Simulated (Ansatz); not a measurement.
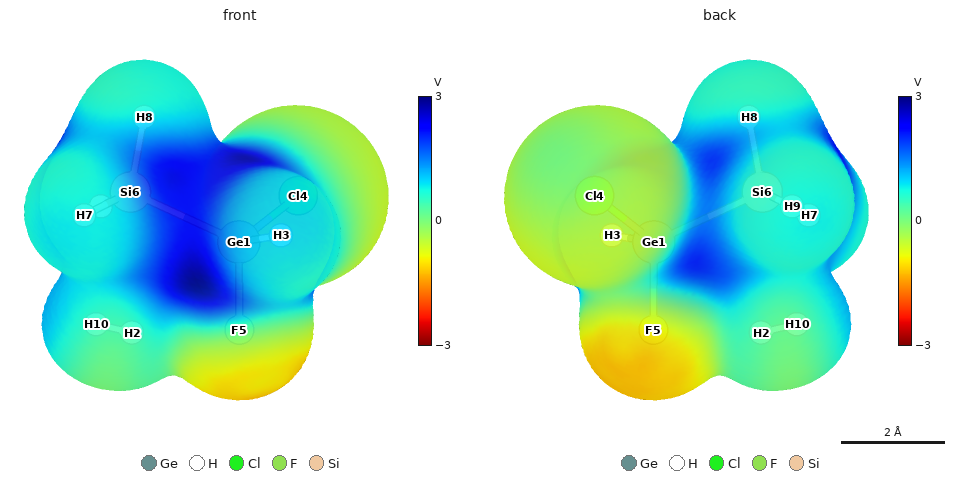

Figure 1: ClFGeH4Si···H2. The molecular electrostatic potential painted on the density surface at 0.004 e/bohr³, seen from the front and from behind; red is negative and blue positive.

Not at a stationary point (largest force 1.8 eV/Å).

Theory: RKS PBE0-D4/def2-SVP in Ansatz.

Input file:

```
crystal:
  periodic: [false, false, false]
  atoms:
    - { symbol: Ge, position_ang: [0.0, 0.0, 0.0] }
    - { symbol: H, position_ang: [0.0, 0.0, 1.9] }
    - { symbol: H, position_ang: [1.4616, 0.0, -0.5162] }
    - { symbol: Cl, position_ang: [-1.0456, 1.8115, -0.7393] }
    - { symbol: F, position_ang: [-0.7913, -1.3709, -0.5594] }
    - { symbol: Si, position_ang: [0.9784, 2.2754, 0.823] }
    - { symbol: H, position_ang: [2.1219, 2.0269, 1.6961] }
    - { symbol: H, position_ang: [1.4078, 3.0657, -0.327] }
    - { symbol: H, position_ang: [-0.0463, 3.0082, 1.5609] }
    - { symbol: H, position_ang: [0.3832, 0.8911, 1.9684] }
basis:
  gaussian: { orbitals: def2-SVP }
hamiltonian:
  xc: pbe0
  dispersion: d4
relax:
  f_tol: 0.15
  max_steps: 25
  restrain:
    - { distance: [0, 5], at: 2.31, k: 30.0 }
    - { distance: [9, 1], at: 0.66, k: 30.0 }
    - { distance: [0, 1], at: 2.75, k: 30.0 }
    - { distance: [9, 5], at: 2.66, k: 30.0 }
output:
  orbitals: {}
```

Command:

```sh
ansatz run input.yaml --threads 4 --pin off --max-ram 5120MiB --backend cpu --events-out ev --progress --plain --runs-dir out
```

The fields are those of the run's last geometry, not of the input's.

Describe the electrostatic potential map.

The most negative region (about −1.3 V) lies over F5, the most positive (about +2.7 V) over Ge1.
